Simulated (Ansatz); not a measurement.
## Single-point calculation, with input and output: C₄H₇Al

C₄H₇Al, SMILES CC1=[C]([AlH2])C1, computed with RKS wB97M-V/def2-TZVPP (Ansatz 0.2.0).

The geometry comes from this level: PBE0-D4/def2-TZVP. Figures and captions count atoms from 1; the log counts them from 0 in places.

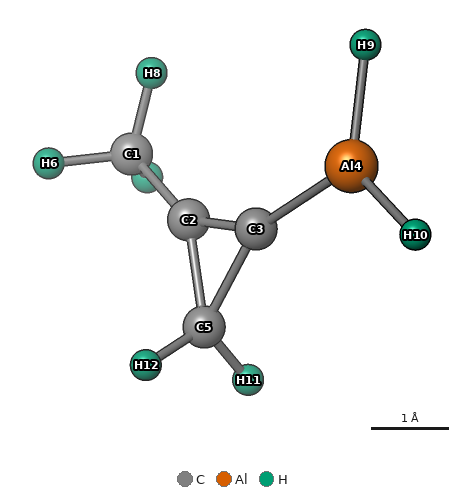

*The structure as given in the input (ball-and-stick view, seen at a tilt; atoms are numbered from 1 in the order of the input). Sticks mark near contacts.*

Bond lengths as drawn: Al–C 1.91 Å, Al–H 1.58 to 1.59 Å, C–C 1.31 to 1.54 Å and C–H 1.09 Å.

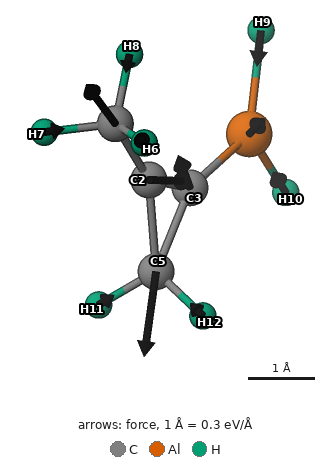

*Forces on the atoms as black arrows (ball-and-stick view, seen at a tilt; atoms are numbered from 1 in the order of the input).*

The largest act on C5 (0.40 eV/Å); C2 (0.38 eV/Å); C1 (0.35 eV/Å); C3 (0.20 eV/Å), among others. The geometry is not a stationary point of this energy.

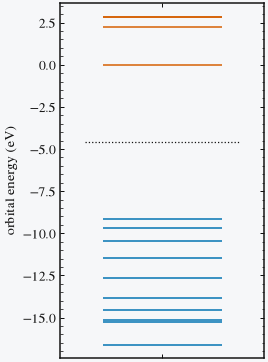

*Orbital energies near the frontier; the dotted line parts filled from empty levels, and levels within 0.02 eV of each other stand side by side.*

Highest filled −9.14 eV, lowest empty −0.04 eV, 9.10 eV apart.

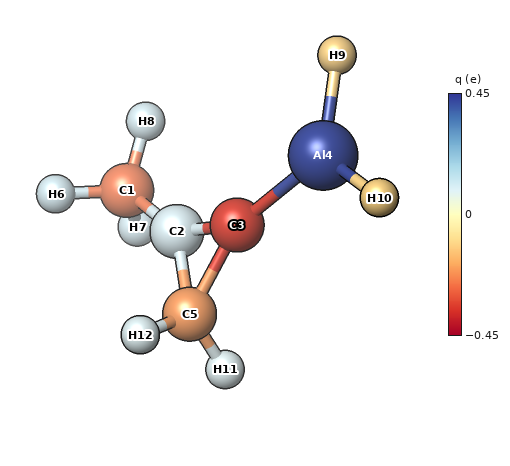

*Mulliken charges, as the colour of each atom (ball-and-stick view, seen at a tilt; atoms are numbered from 1 in the order of the input).*

By element: C −0.34 to +0.10, Al +0.42 and H −0.11 to +0.11 e.

The input that produced these results follows, with the program's output.

### Input
```yaml
crystal:
  periodic: [false, false, false]
  atoms:
    - {symbol: C, position_ang: [-1.826426, -0.648467, -0.016144]}
    - {symbol: C, position_ang: [-0.373619, -0.479621, -0.102399]}
    - {symbol: C, position_ang: [0.679577, 0.283882, 0.027928]}
    - {symbol: Al, position_ang: [1.430121, 1.983077, 0.465601]}
    - {symbol: C, position_ang: [0.885842, -1.166839, -0.430726]}
    - {symbol: H, position_ang: [-2.071773, -1.455930, 0.680796]}
    - {symbol: H, position_ang: [-2.229883, -0.945566, -0.989261]}
    - {symbol: H, position_ang: [-2.322735, 0.266933, 0.310438]}
    - {symbol: H, position_ang: [0.462463, 3.155500, 0.920495]}
    - {symbol: H, position_ang: [2.995455, 2.210293, 0.373056]}
    - {symbol: H, position_ang: [1.140951, -1.366252, -1.472237]}
    - {symbol: H, position_ang: [1.307125, -1.892011, 0.266552]}
basis:
  gaussian: {orbitals: def2-TZVPP}
hamiltonian: {xc: {name: wB97M-V}}
output: {forces: true, orbitals: {seedname: orbitals}}
```

Launched with:
```bash
ansatz run in.yaml --threads 4 --pin off --events-out ev --progress --plain --max-ram 10444MiB
```

### What the program printed
```
Functional definition: wB97M-V
  name "wB97M-V"
  cite "Mardirossian & Head-Gordon, J. Chem. Phys. 144, 214110 (2016) doi:10.1063/1.4952647"
  cite "Becke, J. Chem. Phys. 107, 8554 (1997) doi:10.1063/1.475007"
  cite "Vydrov & Van Voorhis, J. Chem. Phys. 133, 244103 (2010) doi:10.1063/1.3521275"
  # Of w^i u^j: cxij and so on, Table III.
  parameter omega = 0.3/bohr
  parameter cx = 0.15
  parameter cx01 = 1.007
  parameter cx10 = 0.259
  parameter css00 = 0.443
  parameter css04 = -1.437
  parameter css10 = -4.535
  parameter css20 = -3.390
  parameter css43 = 4.278
  parameter cos00 = 1.000
  parameter cos10 = 1.358
  parameter cos20 = 2.924
  parameter cos21 = -8.812
  parameter cos60 = -1.390
  parameter cos61 = 9.142
  parameter b = 6.0
  parameter c = 0.01
  gx(w, u) = 1 - cx + cx01*u + cx10*w
  gss(w, u) = css00 + css04*u^4 + css10*w + css20*w^2 + css43*w^4*u^3
  gos(w, u) = cos00 + cos10*w + (cos20 + cos21*u)*w^2 + (cos60 + cos61*u)*w^6
  exchange = spin_sum(e_x_unif_sr(omega)*gx(b97_w, b97_u_x)) + cx*exact_x_sr(omega) + exact_x_lr(omega)
  correlation = spin_sum(e_c_pw_mod_same_spin*gss(b97_w, b97_u_same))
      + integral(e_c_pw_mod_opposite_spin*gos(b97_w_opposite, b97_u_opposite)) + vv10(b, c)
1405 factors; their error is unknown
366 factors; integrals over basis functions are off by at most 1.4e-5 eV
mean field evaluation 1: about -10850.1632 eV, gradient 4.8e1 eV
mean field evaluation 2: about -10852.4429 eV, gradient 3.7e1 eV
mean field evaluation 4: about -10855.6724 eV, gradient 1.9e0 eV
mean field evaluation 8: about -10855.6911 eV, gradient 2.8e-2 eV
mean field evaluation 16: about -10855.6802 eV, gradient 2.0e-4 eV
mean field -10855.68017324 eV, -398.9388881224 hartree, gradient 6.6e-5 eV, S^2 0.000000; 0 other end points of the search recorded, 0 dependent functions left out
the calculation of the forces begins
reference -10855.68023522 eV, -398.9388904001 hartree; 22, 22 occupied and 242, 242 virtual orbitals, 1405 factors
Total energy: -10855.68023522 eV, -398.9388904001 hartree
Atom 0 at    -1.826426    -0.648467    -0.016144 Å, force    -0.346022    -0.069611     0.011262 eV/Å
Atom 1 at    -0.373619    -0.479621    -0.102399 Å, force     0.288269     0.243503     0.045672 eV/Å
Atom 2 at     0.679577     0.283882     0.027928 Å, force    -0.200564     0.018327     0.023876 eV/Å
Atom 3 at     1.430121     1.983077     0.465601 Å, force     0.055348     0.139495     0.037734 eV/Å
Atom 4 at     0.885842    -1.166839    -0.430726 Å, force     0.222282    -0.308313    -0.114324 eV/Å
Atom 5 at    -2.071773    -1.455930     0.680796 Å, force     0.026688     0.080060    -0.053259 eV/Å
Atom 6 at    -2.229883    -0.945566    -0.989261 Å, force     0.039632     0.037759     0.083596 eV/Å
Atom 7 at    -2.322735     0.266933     0.310438 Å, force     0.040829    -0.075379    -0.026874 eV/Å
Atom 8 at     0.462463     3.155500     0.920495 Å, force     0.103178    -0.123718    -0.048464 eV/Å
Atom 9 at     2.995455     2.210293     0.373056 Å, force    -0.167122    -0.023545     0.010172 eV/Å
Atom 10 at     1.140951    -1.366252    -1.472237 Å, force    -0.024651     0.018300     0.088741 eV/Å
Atom 11 at     1.307125    -1.892011     0.266552 Å, force    -0.037867     0.063121    -0.058131 eV/Å
Dipole moment:    -0.277644    -0.132377    -0.013830 e Å
```

### Results in brief

```csv
quantity,value
outcome,converged
total energy,−10855.6802 eV
SCF solution under orbital rotations,stable
HOMO,−9.14 eV
LUMO,−0.04 eV
largest force (length of the vector),0.397 eV/Å
dipole moment,1.48 D
hardware,"4 threads of Arm Neoverse V2, 23 GiB of memory available, shared host"
wall time,9.5 s (CPU time 35 s)
peak memory,0.94 GiB
```
